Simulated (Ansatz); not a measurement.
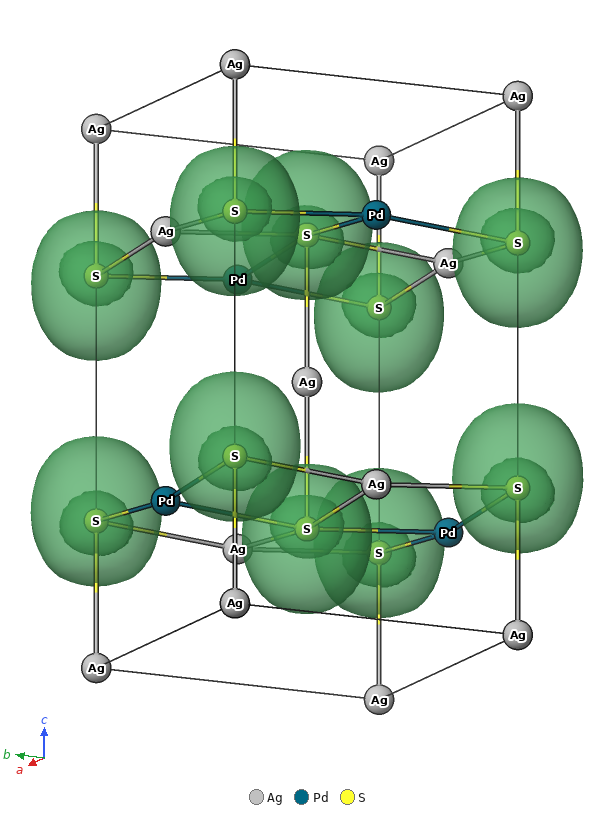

Figure 1: Ag₂PdS₂. Isosurface of the electron localisation function at 0.7 (green), seen at an oblique angle. Core shells and regions of very low density are left out. Sticks mark near contacts.

Space group I-4m2; a generated structure, not necessarily the stable one.

The calculation used DFT PBE, scalar-relativistic, plane waves, PAW in Ansatz.

In a PAW calculation such maps are meaningful between the atoms, not at the nuclei.

Question: Identify the bonds, lone pairs and shells in this picture.

Answer: The surface consists of four regions wrapped around S (the valence shell of each), counted in one cell of 10 atoms. Regions shared between cells count once. Profiles from the grid: Ag–S (2.39 Å): the ELF peaks at about 0.85 in the valence shell of S, 0.8 Å from its nucleus, and is about 0.35 at the midpoint. Pd–S (2.50 Å): the ELF peaks at about 0.85 in the valence shell of S, 0.8 Å from its nucleus, and is about 0.30 at the midpoint.
